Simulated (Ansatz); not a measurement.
Formation energy of the bound charge states of N interstitial started as a split pair with N in zinc-blende BN (start: split with N; 64-site cell, 2×2×2 shifted sampling) against the Fermi level, B-rich (Δμ(N) = -2.35 eV; only phases computed here count, gases as isolated molecules at 0 K). Computed with PBE, PAW (plane waves to 420 eV; Ansatz, a first-principles code).

Set-up: 64-site cell; 2×2×2 shifted k-points; host gap 4.46 eV; charged states image-corrected; energies good to tenths of an eV; flagged in the runs: a doubtful potential alignment.

Left out: charge +3 (carrier in host band states); charge +2 (carrier in host band states).

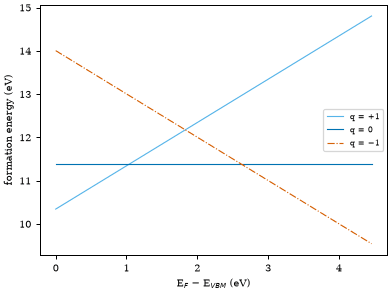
Fig. 1. Formation energy of each charge state against the Fermi level

Crossings of the lowest lines: (+1/0) at 1.04 eV; (0/−1) at 2.62 eV. At the valence-band maximum: q = +1: 10.34 eV; q = 0: 11.38 eV; q = −1: 14.00 eV.
